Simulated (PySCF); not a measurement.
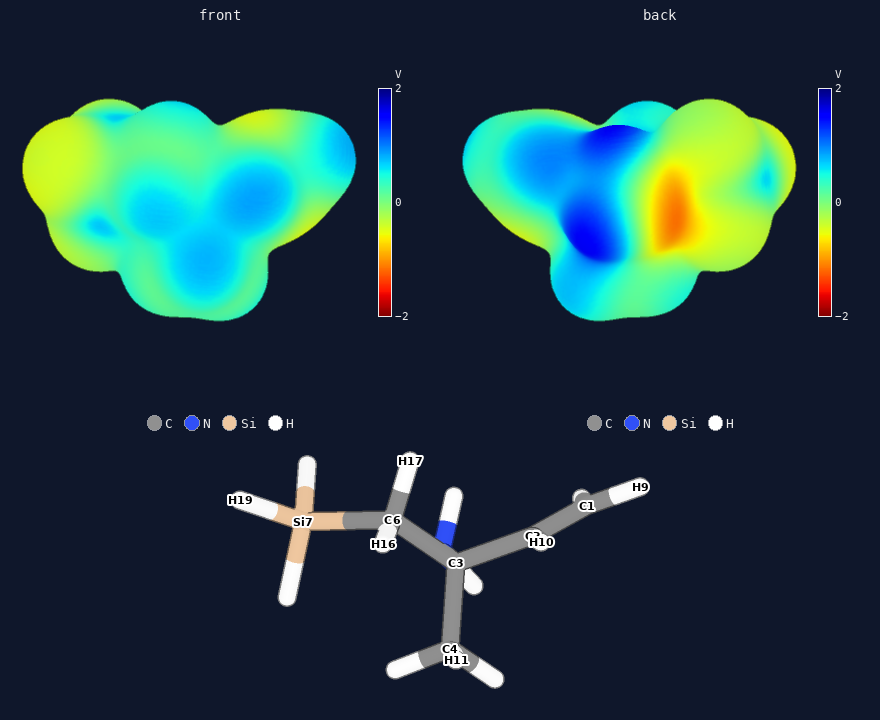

*C₅H₁₃NSi (SMILES C=C[C@](C)(N)C[SiH3]). The molecular electrostatic potential painted on the density surface at 0.002 e/bohr³, seen from the front and from behind; red is negative and blue positive. The bare structure is drawn below in the same view.*

Geometry: GFN2-xTB.

These are results of CAM-B3LYP/def2-SVPD, SCF density, gas phase in PySCF, not measurements.

```csv
atom,x (Å),y (Å),z (Å)
C,-2.4690,0.9075,-0.5494
C,-1.4523,0.1542,-0.9257
C,-0.2522,-0.2136,-0.0846
C,-0.2344,-1.7355,0.0860
N,-0.2260,0.3907,1.2429
C,1.0304,0.2669,-0.7720
Si,2.3814,0.4939,0.5519
H,-2.5453,1.3336,0.4390
H,-3.2839,1.1345,-1.2158
H,-1.4241,-0.2526,-1.9285
H,-0.1743,-2.2276,-0.8815
H,-1.1437,-2.0686,0.5849
H,0.6217,-2.0285,0.6863
H,-0.3987,1.3872,1.1710
H,-0.9367,-0.0122,1.8455
H,1.3281,-0.4288,-1.5546
H,0.8422,1.2250,-1.2606
H,2.2189,1.7569,1.2689
H,3.6576,0.5616,-0.1815
H,2.4551,-0.6340,1.4749
```

### Where is the surface potential most negative and most positive?

The most negative region (about −1.1 V, or −25 kcal/mol for a unit charge) lies over N5, the most positive (about +1.5 V, or +35 kcal/mol for a unit charge) over H14 and H15. N5 is the likeliest acceptor of a hydrogen bond.

### What dipole moment does the calculation give?

Its dipole moment is 2.03 D.
